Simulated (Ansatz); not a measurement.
# Static equation of state of amorphous Si (169 atoms)

Density of this cell: 2.25 g/cm³. The cell holds 169 atoms: 169 Si. Cell: a = 15.231 Å, b = 15.235 Å, c = 15.074 Å, α = 89.8°, β = 89.6°, γ = 88.1°. The starting structure: 169 atoms (169 Si) placed at random at 2.26 g/cm³, melted at 2500 K for 20 ps at fixed volume with the modified Tersoff potential (Kumagai, Izumi, Hara and Sakai, Comput. Mater. Sci. 39, 457 (2007)). Quenched from 2500 K to 300 K at 20 K/ps and fixed volume, held 5 ps. The density is a measured one.

Calculated with Ansatz 0.2.0: Kohn-Sham DFT, PBE, PAW (set soft_2), plane waves; cutoff 420 eV, Γ point, gaussian smearing of 0.025 eV. Cell and atoms were relaxed first, to V0 = 20.687 Å³ an atom at a residual P0 = 0.004 GPa. The cell was then scaled evenly, and the atoms were relaxed at each volume.

| volume (Å³/atom) | pressure (GPa) |
| --- | --- |
| 18.618 | 8.305 |
| 19.446 | ? |
| 20.066 | 2.262 |
| 21.308 | -1.932 |
| 21.928 | -3.345 |

**Question.** Fit the third-order Birch–Murnaghan equation to the rows given and interpolate to the withheld row.

**Working.**

Take the Eulerian strain f = ½[(V0/V)^(2/3) − 1] and the normalised pressure F = (P − P0) / [3f(1 + 2f)^(5/2)]. The third-order Birch–Murnaghan equation is then the line F = B0 + (3/2)B0(B′ − 4) f, so u = f and v = F.

```
      u = f  v = F (GPa)
  0.0363830      63.8049
  0.0102569      69.7671
-0.00975632      69.4863
 -0.0190507      64.5747
```

With n = 4: mean u = 0.00445822, mean v = 66.9082, Σ(u − ū)² = 0.0018075, Σ(u − ū)(v − v̄) = -0.064284. Slope b = -0.064284 / 0.0018075 = -35.565; intercept a = v̄ − b ū = 67.067.

So B0 = a = 67.1 GPa and B′ = 4 + 2b/(3a) = 3.65. At the withheld volume f = 0.02106, F = a + b f = 66.32 GPa, and P = P0 + 3f(1 + 2f)^(5/2) F.

Prediction at 19.446: 4.648 GPa. The run gave 4.775 GPa, so the fit is low by 0.13 GPa (2.7 % of the value).

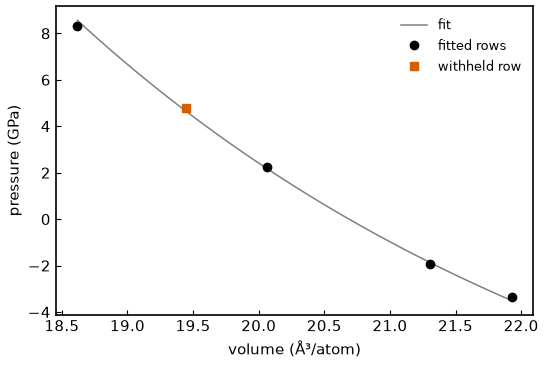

The fit, the rows that it rests on and the withheld row.

The series isn't one smooth equation of state: even a line fitted to all rows, the withheld one included, misses F by up to 5.0 %, the count of bonds changes along the series and an atom moves over 0.5 Å in some relaxation. B0 and B′ are then only the numbers of this fit, not moduli of the material. Among the rows given, the largest miss of the fit is at 18.618, by 0.26 GPa (2.2 % of the range of the table).

Limits: Static cells at zero temperature; the cell shape is held. The program notes that the SCF threshold of these relaxations is loose for the stress. The quench rate of 20 K/ps is many orders above laboratory rates, so the cell is likely richer in defects and strain than a real sample. The network of bonds at the start is that of the classical potential that made the cell, and needn't be the one that DFT or experiment would give. Only the Γ point is sampled, in a cell whose shortest periodic width is 15 Å.

[Logs are printed without paths, hosts, clocks, repeated set-up lines and the standing remarks that a program may print on its own settings, such as how far it seeks lower states.]

[Hosts, paths, dates, database ids (printed as entryN), source tags and the programs' standing remarks are cut or masked in the printed files.]
